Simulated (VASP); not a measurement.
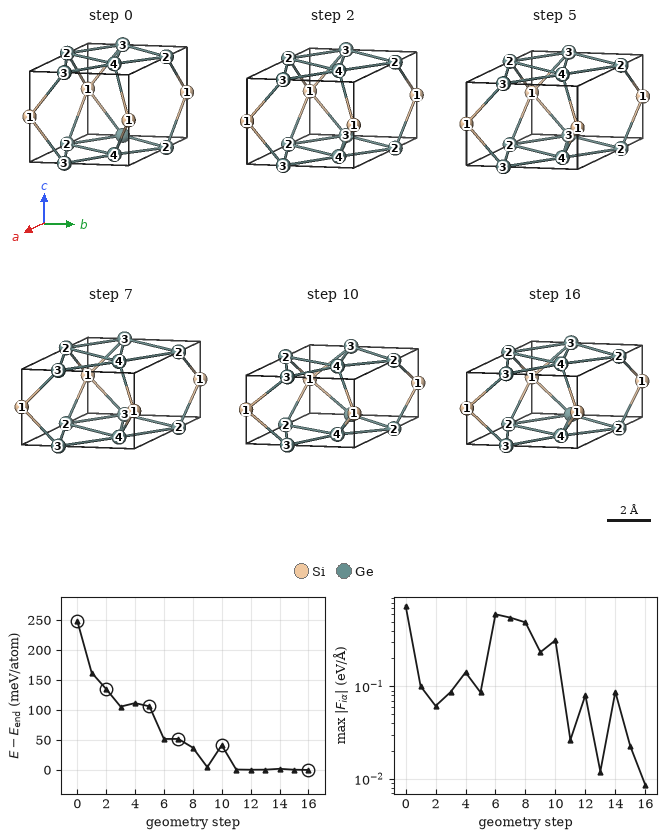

Frames of a relaxation of crystalline SiGe$_{3}$ (a generated structure, set up in P-62m), marked on the history of the run. The picture is a ball-and-stick view of the cell of the calculation, seen from a free direction.

The run lets cell and atoms move.

These are results of Kohn-Sham DFT of a periodic cell, PBE, VASP PAW PBE potentials, recommended in VASP, not measurements.

Input file:
```
PREC = Normal
ENCUT = 520
EDIFF = 1E-4
ISMEAR = 0
SIGMA = 0.15
LREAL = False
LASPH = True
NELM = 60
ALGO = Fast
ISIF = 3
LWAVE = False
LCHARG = False
GGA = PE
IBRION = 2
NSW = 24
EDIFFG = -0.08
```

Launched with:
```bash
cat potpaw_PBE.64/Si/POTCAR potpaw_PBE.64/Ge_d/POTCAR > POTCAR
mpirun -np 1 vasp_std > vasp.out
```

Describe the path.

Answer. The largest moves relative to the cell, 0.028 Å, are those of Ge2, Ge3 and Ge4. Ge2 goes along +a. Si stays in place. The drawn cell changes as follows: a = b 4.675 → 5.209 Å (+11.4 %), c 4.539 → 3.594 Å (−20.8 %); the volume changes by −1.7 %. Near-neighbour distances that change, for instance: Ge2–Ge3 2.847 → 3.222 Å, Ge2–Ge3 (another image) 2.628 → 2.906 Å, Si1–Ge2 2.802 → 2.586 Å. Among the angles between lasting bonds that change: Ge2–Si1–Ge2 108.2° → 88.0°, Si1–Ge3–Si1 108.2° → 88.0°, Ge2–Si1–Ge3 61.1° → 77.0°. The space group stays P-62m (No. 189). Over 16 geometry steps the energy falls by 249 meV per atom. The largest force component goes from 0.74 to 0.0086 eV/Å. The pressure goes from 3.27 to −0.26 GPa. It ran on 1 thread of Intel(R) Xeon(R) 6975P-C (Granite Rapids) (shared host). From step 0 to 2: Ge atoms move most (0.06 Å), volume +9.9 %, energy −114 meV per atom. From step 2 to 5: Ge atoms move most (0.03 Å), volume +4.8 %, energy −29.0 meV per atom. From step 5 to 7: Ge atoms move most (0.03 Å), volume −6.8 %, energy −54.3 meV per atom. From step 7 to 10: Ge atoms move most (0.28 Å), volume −16.1 %, energy −10.5 meV per atom. From step 10 to 16: Ge atoms move most (0.13 Å), volume +9.3 %, energy −41.3 meV per atom.
